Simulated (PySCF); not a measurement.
Input file:

```
{"job": {"kind": "uv", "xc": "PBE0", "basis": "def2-SVPD", "nstates": 8, "ntriplets": 3}, "charge": 0, "multiplicity": 1}
C      1.494690    -0.837061    -1.045277
C      0.812429     0.237247    -0.667683
C     -0.341829     0.259853     0.227040
C     -0.956994     1.414675     0.545273
F     -0.548155     2.583021     0.065531
C     -0.867546    -0.981766     0.806784
O     -0.514090    -2.101812     0.681781
F     -1.947964    -0.734568     1.618873
H      1.248540    -1.829404    -0.712574
H      2.334422    -0.741378    -1.712009
H      1.100824     1.215439    -1.030781
H     -1.813129     1.515068     1.197015
```

Launched as:

```sh
OMP_NUM_THREADS=1 python probes_run.py task.json out
```

Geometry: GFN2-xTB.

The calculation used PySCF 2.14.0, PBE0/def2-SVPD, SCF density, gas phase.

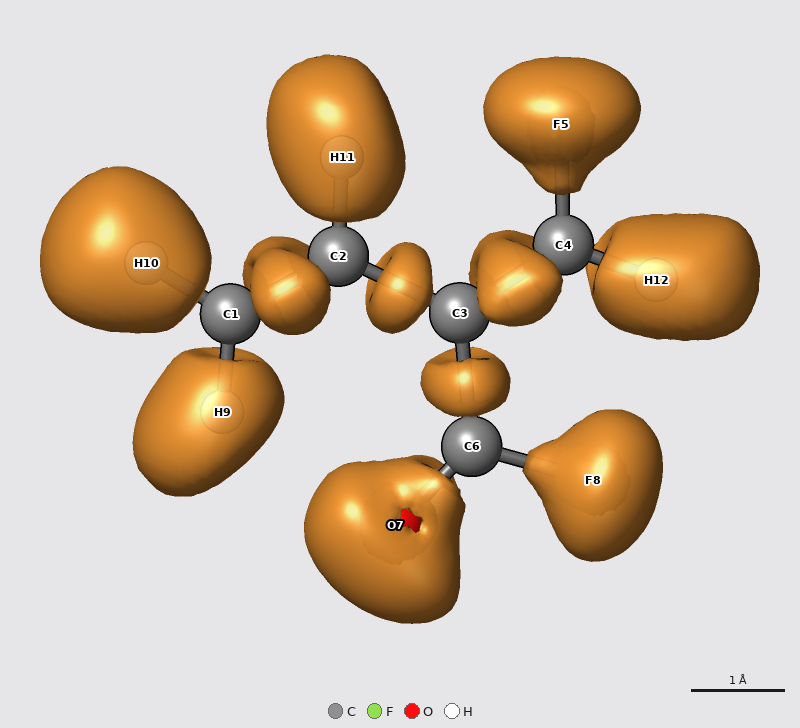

C$_{5}$H$_{4}$F$_{2}$O. Isosurface of the ELF at 0.75 (orange), seen across its widest extent. Only the valence region is drawn (cores and ρ < 0.01 e/Å³ removed).

Question: What do the ELF domains correspond to?

Answer: At this value the surface marks out four regions between bonded C–C atoms (shared pairs), four regions around hydrogen nuclei, two regions on F in which the atom's valence shell and bonds are merged and one region on O in which the atom's valence shell and bonds are merged.

Values along the shortest contacts:
C–O (1.18 Å): the ELF peaks at about 0.90 between the atoms (a multiple bond). C–C (1.33 Å): the ELF peaks at about 0.90 between the atoms; a multiple bond.
